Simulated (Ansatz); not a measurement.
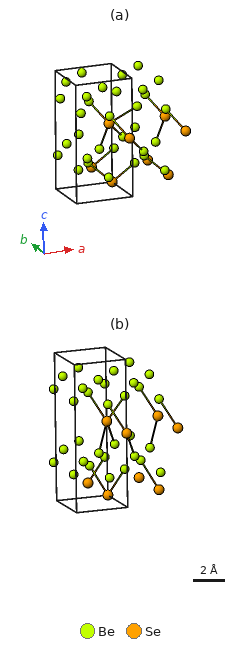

The structure of a crystal of Be4Se (a generated structure, set up in P1) (coarse preliminary run) before (top) and after (bottom) a relaxation, at one scale.

The picture is a ball-and-stick view of the cell of the calculation, repeated 2 × 2 × 1 with one cell outlined, seen slightly off an axis.

All numbers below come from DFT PBE, scalar-relativistic, plane waves, PAW in Ansatz. Set-up: plane-wave cutoff 420 eV; k-point mesh 6 × 6 × 4; occupations gaussian; smearing width 0.2 eV; no spin polarisation; cell and atoms relaxed; force threshold 0.025 eV/Å; at most 60 steps.

**What changed between the two?**

The run was cut off at its time limit before the relaxation converged, so the last structure is only a point on the way. The energy falls by 366 meV per atom in 6 geometry steps. Largest force component: 2.3 eV/Å at the start, 0.44 eV/Å at the end. Pressure: 5.86 GPa at the start and −0.79 GPa at the end. The largest move relative to the cell is that of a Be atom, 0.54 Å along [3 −2 2]. By element the largest moves are Be 0.54 Å, Se 0.24 Å. The volume changes by −0.3 %, with a 3.949 → 3.545 Å (−10.2 %), b 4.004 → 3.538 Å (−11.7 %), c 7.921 → 9.947 Å (+25.6 %), α 88.7° → 90.5°, β 88.7° → 90.1°, γ 87.4° → 91.3°. Among the contacts that change: Be–Se 1.927 → 2.248 Å, Be–Se 2.552 → 2.247 Å, Be–Se 1.960 → 2.248 Å, Be–Se 2.034 → 2.250 Å. Bond angles that change, for instance: Be–Se–Be 110.7° → 69.5°, Be–Se–Be 105.7° → 65.6°, Be–Se–Be 105.2° → 67.4°. The space group stays P1 (No. 1).
